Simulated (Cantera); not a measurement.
Charge: 1 mol SiC, 0.17 mol Si, 0.023 mol H₂, held at 13300 Pa.

Equilibrium computed with Cantera from the NASA thermochemical tables; the gas is ideal and each condensed phase is pure. Candidate condensed phases: C, C₆H₆, C₇H₈, C₈H₁₈, Si, SiC; 87 gas species. Mutual solubility and eutectic melting of coexisting phases are not modelled. Gases not in the tables: Si₂H₆ and higher silanes. Rates play no part.

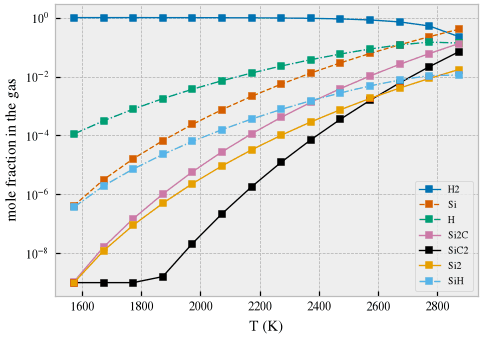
Fig. 1. Equilibrium gas composition (values under 1e-9 drawn at 1e-9)

From 1573 K to 1673 K the condensed part is Si(s) + SiC(s). From 1773 K to 2873 K the condensed part is Si(l) + SiC(s). The main Si-bearing gas is SiH₂ at 1573 K and Si at 2873 K.
